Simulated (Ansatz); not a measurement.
# Hypothetical P6_422 BP: response to strain

Start from BP (space group P6_422, No. 181; a hypothetical phase, not in the database extracts checked).

```yaml
crystal:
  lattice:
    - [3.27886, 0.00000, 0.00000]
    - [-1.63943, 2.83957, 0.00000]
    - [0.00000, 0.00000, 6.99543]
  atoms:
    - { symbol: B, position: [0.00000, 0.50000, 0.33333] }
    - { symbol: B, position: [0.50000, 0.50000, 0.66667] }
    - { symbol: B, position: [0.50000, 0.00000, 0.00000] }
    - { symbol: P, position: [0.00000, 0.50000, 0.83333] }
    - { symbol: P, position: [0.50000, 0.50000, 0.16667] }
    - { symbol: P, position: [0.50000, 0.00000, 0.50000] }
```

Strains are applied to the cell and any free atomic positions relax.

Method: Ansatz (a first-principles code), PBE, PAW, cutoff 420 eV, no spin-orbit coupling.

Notes on the quantities. energy relative to the base: free energy F.

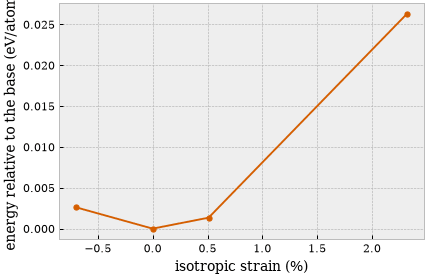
Figure: Energy relative to the base against isotropic strain

| isotropic strain (%) | energy relative to the base |
|---|---|
| -0.7 | +2.6 meV/atom |
| 0.51 | +1.3 meV/atom |
| 2.32 | +26 meV/atom |

The mesh was chosen for an insulator and is coarse for the gapless case. No phonon test of stability was made. The base started in P3_121 and relaxed to P6_422 at this level. All final runs are without spin polarisation.
